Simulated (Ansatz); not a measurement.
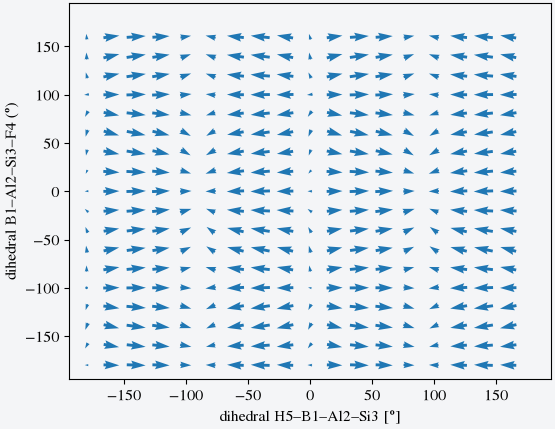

AlBFH₅Si, SMILES [BH2][AlH][SiH2]F. The first coordinate is: dihedral H5–B1–Al2–Si3; the second: dihedral B1–Al2–Si3–F4. Nothing is relaxed (all other coordinates rigid). The scan uses an 18 × 18 grid. These are results of Ansatz, RKS PBE0-D4/def2-SVP, not measurements.

In the figure: arrows along the force (downhill), their lengths compressed.

Q: The arrows alone are given. Where are the wells?

A: The arrows converge at about dihedral H5–B1–Al2–Si3 = −90°, dihedral B1–Al2–Si3–F4 = 0°; about dihedral H5–B1–Al2–Si3 = 90°, dihedral B1–Al2–Si3–F4 = 0° (0.30 kJ/mol up); about dihedral H5–B1–Al2–Si3 = −90°, dihedral B1–Al2–Si3–F4 = −180° (2.2 kJ/mol up); about dihedral H5–B1–Al2–Si3 = 90°, dihedral B1–Al2–Si3–F4 = −180° (2.5 kJ/mol up) (read from the interpolated surface).

The energy map of the same scan:

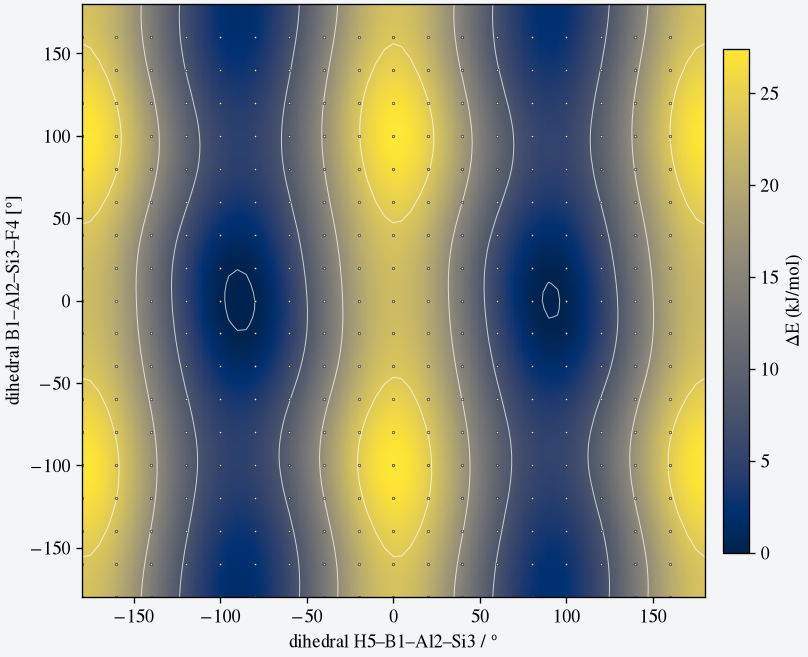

Energies are in kJ/mol, from the lowest grid point; between grid points the surface is interpolated.
